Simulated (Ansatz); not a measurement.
# SVWN5/def2-SVP run of C2H6Cl2Si (dichlorodimethylsilane)

What is the vertical ionisation energy of C2H6Cl2Si (dichlorodimethylsilane) at SVWN5/def2-SVP? 

The calculation is run with Ansatz 0.2.0.

81 further runs of the same task are left out: 81 set aside as unsound or not needed.

### Step 1. The molecule

C2H6Cl2Si has 11 atoms, charge 0, and is taken as a singlet. SMILES: `C[Si](C)(Cl)Cl`. Geometry: relaxed at PBE0-D4/def2-TZVP.

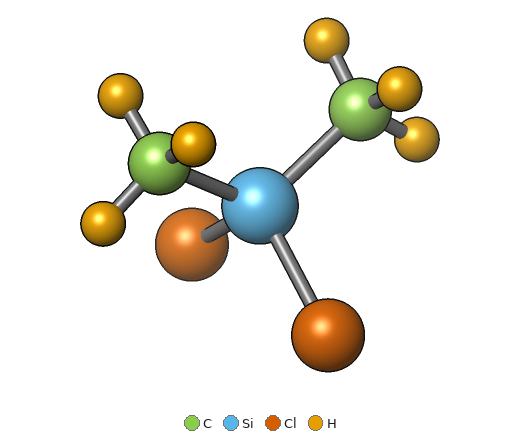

The structure, seen from a chosen angle (carbon green, silicon blue, chlorine orange, hydrogen amber).

### Step 2. A single-point energy at SVWN5/def2-SVP

The input, job.yaml:

```yaml
crystal:
  periodic: [false, false, false]
  atoms:
    - {symbol: C, position_ang: [-1.474780, 0.260330, 0.569630]}
    - {symbol: Si, position_ang: [0.049440, 0.400780, -0.470390]}
    - {symbol: C, position_ang: [1.413930, -0.753620, 0.009340]}
    - {symbol: Cl, position_ang: [-0.457830, 0.039560, -2.432040]}
    - {symbol: Cl, position_ang: [0.750400, 2.332220, -0.351670]}
    - {symbol: H, position_ang: [-1.240880, 0.476080, 1.614990]}
    - {symbol: H, position_ang: [-2.234960, 0.966850, 0.231850]}
    - {symbol: H, position_ang: [-1.886320, -0.749770, 0.503510]}
    - {symbol: H, position_ang: [1.724400, -0.565080, 1.039920]}
    - {symbol: H, position_ang: [2.278000, -0.616910, -0.643230]}
    - {symbol: H, position_ang: [1.078600, -1.790430, -0.071900]}
basis:
  gaussian: {orbitals: def2-SVP}
hamiltonian: {xc: {name: SVWN5}}
accuracy: high
output: {orbitals: {seedname: orbitals}}
```

Started as:

```
$ ansatz run job.yaml --threads 1 --pin off --max-ram 3480MiB --events-out events.jsonl --progress --plain --runs-dir runs
```

What it wrote:

```text
Warning: RAYON_NUM_THREADS=1 ignored (pool sized by the plan → 1); use --threads N
Functional definition: SVWN5
  name "SVWN5"
  exchange = slater_x
  correlation = vwn5_c
2521 factors; integrals over basis functions are off by at most 7.6e-9 eV
mean field evaluation 1: about -34940.0190 eV, gradient 7.5e1 eV
mean field evaluation 2: about -34921.6148 eV, gradient 1.0e2 eV
mean field evaluation 4: about -34953.5400 eV, gradient 6.7e0 eV
mean field evaluation 8: about -34953.6530 eV, gradient 2.2e-1 eV
mean field evaluation 16: about -34953.6531 eV, gradient 4.0e-6 eV
mean field -34953.65312666 eV, -1284.5230599678 hartree, gradient 7.3e-8 eV, S^2 0.000000; 0 other end points of the search recorded, 0 dependent functions left out
reference -34953.65312969 eV, -1284.5230600792 hartree; 33, 33 occupied and 79, 79 virtual orbitals, 2521 factors
Total energy: -34953.65312969 eV, -1284.5230600792 hartree
```

It took 8.1 s on 1 thread of Arm Neoverse V1, shared host; peak memory 0.33 GiB.

### Step 3. The doublet cation at the same level

The input, molecule.yaml:

```yaml
crystal:
  periodic: [false, false, false]
  atoms:
    - {symbol: C, position_ang: [-1.474780, 0.260330, 0.569630]}
    - {symbol: Si, position_ang: [0.049440, 0.400780, -0.470390]}
    - {symbol: C, position_ang: [1.413930, -0.753620, 0.009340]}
    - {symbol: Cl, position_ang: [-0.457830, 0.039560, -2.432040]}
    - {symbol: Cl, position_ang: [0.750400, 2.332220, -0.351670]}
    - {symbol: H, position_ang: [-1.240880, 0.476080, 1.614990]}
    - {symbol: H, position_ang: [-2.234960, 0.966850, 0.231850]}
    - {symbol: H, position_ang: [-1.886320, -0.749770, 0.503510]}
    - {symbol: H, position_ang: [1.724400, -0.565080, 1.039920]}
    - {symbol: H, position_ang: [2.278000, -0.616910, -0.643230]}
    - {symbol: H, position_ang: [1.078600, -1.790430, -0.071900]}
basis:
  gaussian: {orbitals: def2-SVP}
hamiltonian: {xc: {name: SVWN5}}
magnetization: {spin_polarized: true, initial_magnetization: 1}
total_charge: 1
output: {orbitals: {seedname: orbitals}}
accuracy: high
```

Started as:

```
$ ansatz run molecule.yaml --threads 1 --pin off --max-ram 3480MiB --events-out events.jsonl --progress --plain --runs-dir runs
```

What it wrote:

```text
Warning: RAYON_NUM_THREADS=1 ignored (pool sized by the plan → 1); use --threads N
[... 4 set-up lines as earlier in the session ...]
2520 factors; integrals over basis functions are off by at most 7.6e-9 eV
mean field evaluation 1: about -34922.9299 eV, gradient 6.4e1 eV
mean field evaluation 2: about -34881.2782 eV, gradient 9.6e1 eV
mean field evaluation 4: about -34941.4988 eV, gradient 1.8e1 eV
mean field evaluation 8: about -34943.5922 eV, gradient 1.6e0 eV
mean field evaluation 16: about -34943.6120 eV, gradient 1.8e-3 eV
mean field evaluation 32: about -34941.7715 eV, gradient 5.3e0 eV
mean field evaluation 64: about -34943.0474 eV, gradient 9.2e0 eV
mean field -34943.61197230 eV, -1284.1540543511 hartree, gradient 2.8e-8 eV, S^2 0.750870; 6 other end points of the search recorded, 0 dependent functions left out
reference -34943.61197541 eV, -1284.1540544653 hartree; 33, 32 occupied and 79, 80 virtual orbitals, 2520 factors
Total energy: -34943.61197541 eV, -1284.1540544653 hartree
```

Wall time 21 s (1 thread of Arm Neoverse V1, shared host); peak memory 0.4 GiB.

### Step 4. Results

At SVWN5/def2-SVP:

```
                                          quantity           value
                   singlet C2H6Cl2Si: total energy  -1284.52306 Eh
                    singlet C2H6Cl2Si: HOMO energy        -7.16 eV
                    singlet C2H6Cl2Si: LUMO energy         0.28 eV
                  singlet C2H6Cl2Si: HOMO–LUMO gap         7.44 eV
                      doublet cation: total energy  -1284.15405 Eh
doublet cation: HOMO energy (highest over α and β)       -13.12 eV
 doublet cation: LUMO energy (lowest over α and β)       -12.93 eV
                              doublet cation: ⟨S²⟩           0.751
vertical ionisation energy (to the doublet cation)       10.041 eV
```

**Reading.** Removing an electron at fixed nuclei costs 10.04 eV (232 kcal/mol). The negative HOMO energy of the first species, 7.16 eV, lies 2.89 eV below that difference.
